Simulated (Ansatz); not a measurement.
**Hypothetical diamond Sb: pressure series**

Consider Sb in the diamond structure (space group Fd-3m, No. 227; a = 6.986 Å; a hypothetical phase, not in the database extracts checked).

Cell and atoms are relaxed at each pressure.

Levels (all Ansatz, an electronic-structure program, PAW): PBE (420 eV, without spin-orbit coupling); PBEsol (420 eV, without spin-orbit coupling).

The base cell above is that of PBE; each level relaxes its own structures.

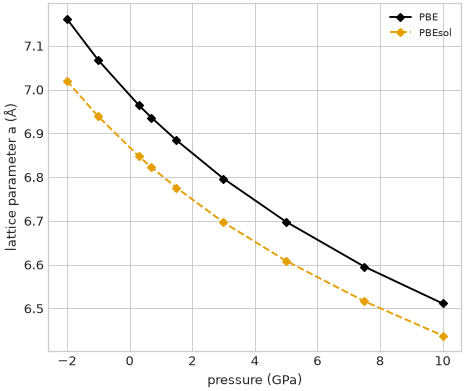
Figure. Lattice parameter a under two levels

Question: How do the two levels compare along the series?

Answer: PBE lies above PBEsol in every row, by 0.073 Å to 0.142 Å. They put the cases in the same order.

Load acts through the strain it causes; cell and atoms are relaxed under it. Whether these cells are dynamically stable was not tested. Competing high-pressure phases were not computed.
